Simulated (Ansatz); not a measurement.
**BCl2 (SMILES Cl[B]Cl) at UBHLYP/STO-3G**

Aim: the electronic atomisation energy of BCl2 at UBHLYP/STO-3G, from 3 runs. 

Program for the calculation: Ansatz 0.2.0.

38 further runs of the same task are left out: 4 that didn't finish, 34 set aside as unsound or not needed.

### 1 The molecule

BCl2: 3 atoms, total charge 0, spin state doublet. SMILES: `Cl[B]Cl`. The shape is that of a PBE0-D4/def2-TZVP optimisation.

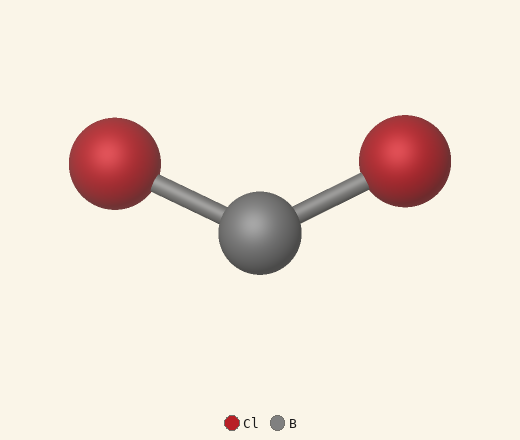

Viewed from a chosen angle; chlorine red, boron grey.

### 2 The energy at UBHLYP/STO-3G

File molecule.yaml:

```yaml
basis:
  gaussian:
    orbitals: STO-3G
crystal:
  periodic: [false, false, false]
  atoms:
    - symbol: Cl
      position_ang: [0.371500, -1.525600, 0.030000]
    - symbol: B
      position_ang: [-0.463900, -0.050300, -0.256900]
    - symbol: Cl
      position_ang: [0.081500, 1.511100, 0.213700]
magnetization:
  spin_polarized: true
  initial_magnetization: 1
hamiltonian:
  xc: {name: BHLYP}
accuracy: high
```

Launch:

```bash
$ ansatz run molecule.yaml --threads 1 --pin off --max-ram 2610MiB --events-out events.jsonl --progress --plain --runs-dir runs
```

What it wrote:

```text
Warning: RAYON_NUM_THREADS=1 ignored (pool sized by the plan → 1); use --threads N
Functional definition: BHLYP
  name "BHLYP"
  parameter a = 0.5
  exchange = (1 - a)*b88_x + a*exact_x
  correlation = lyp_c
404 factors; integrals over basis functions are off by at most 1.6e-8 eV
mean field evaluation 1: about -25438.9366 eV, gradient 1.3e1 eV
mean field evaluation 2: about -25439.8579 eV, gradient 1.0e1 eV
mean field evaluation 4: about -25440.6544 eV, gradient 1.8e-1 eV
mean field evaluation 8: about -25440.6704 eV, gradient 1.2e-3 eV
mean field evaluation 16: about -25440.6704 eV, gradient 1.2e-7 eV
mean field -25440.67036726 eV, -934.9273916913 hartree, gradient 2.3e-8 eV, S^2 0.751948; 0 other end points of the search recorded, 0 dependent functions left out
reference -25440.67038431 eV, -934.9273923177 hartree; 20, 19 occupied and 3, 4 virtual orbitals, 404 factors
Total energy: -25440.67038431 eV, -934.9273923177 hartree
```

Wall time 1.8 s (1 thread of Arm Neoverse V1, shared host); peak memory 0.13 GiB.

### 3 The B atom, same level

File in.yaml:

```yaml
crystal:
  periodic: [false, false, false]
  atoms:
    - {symbol: B, position_ang: [0.000000, 0.000000, 0.000000]}
basis:
  gaussian:
    orbitals: STO-3G
total_charge: 0
magnetization:
  spin_polarized: true
  initial_magnetization: 1
hamiltonian:
  xc: {name: BHLYP}
accuracy: high
```

Run the same way, it converges to -24.27395 Eh (log not shown).

### 4 The Cl atom, same level

File job.yaml:

```yaml
basis:
  gaussian:
    orbitals: STO-3G
crystal:
  periodic: [false, false, false]
  atoms:
    - symbol: Cl
      position_ang: [0.000000, 0.000000, 0.000000]
magnetization:
  spin_polarized: true
  initial_magnetization: 1
hamiltonian:
  xc: {name: BHLYP}
accuracy: high
```

Launch:

```bash
$ ansatz run job.yaml --threads 1 --pin off --max-ram 2610MiB --events-out events.jsonl --progress --plain --runs-dir runs
```

What it wrote:

```text
Warning: RAYON_NUM_THREADS=1 ignored (pool sized by the plan → 1); use --threads N
Functional definition: BHLYP
  name "BHLYP"
  parameter a = 0.5
  exchange = (1 - a)*b88_x + a*exact_x
  correlation = lyp_c
42 factors; integrals over basis functions are off by at most 4.6e-9 eV
mean field evaluation 1: about -12385.2447 eV, gradient 4.6e-1 eV
mean field evaluation 2: about -12385.2450 eV, gradient 1.9e-2 eV
mean field evaluation 4: about -12385.2459 eV, gradient 3.4e-7 eV
mean field evaluation 8: about -12385.2459 eV, gradient 3.1e-12 eV
mean field -12385.24585734 eV, -455.1493902361 hartree, gradient 3.1e-12 eV, S^2 0.750000; 0 other end points of the search recorded, 0 dependent functions left out
reference -12385.24586843 eV, -455.1493906436 hartree; 9, 8 occupied and 0, 1 virtual orbitals, 42 factors
Total energy: -12385.24586843 eV, -455.1493906436 hartree
```

Wall time 0.3 s (1 thread of Arm Neoverse V1, shared host).

### 5 Results

At UBHLYP/STO-3G:

| quantity | value |
| --- | --- |
| molecule: total energy | -934.92739 Eh |
| molecule: ⟨S²⟩ | 0.752 |
| B atom: total energy | -24.27395 Eh |
| B atom: ⟨S²⟩ | 0.750 |
| Cl atom: total energy | -455.14939 Eh |
| Cl atom: ⟨S²⟩ | 0.750 |
| electronic atomisation energy | 9.651 eV |

**Reading.** Taking the molecule apart into free atoms costs 9.65 eV (223 kcal/mol), before zero-point energy and without spin-orbit coupling. In a minimal basis such a difference can be off by several eV, whatever the method.
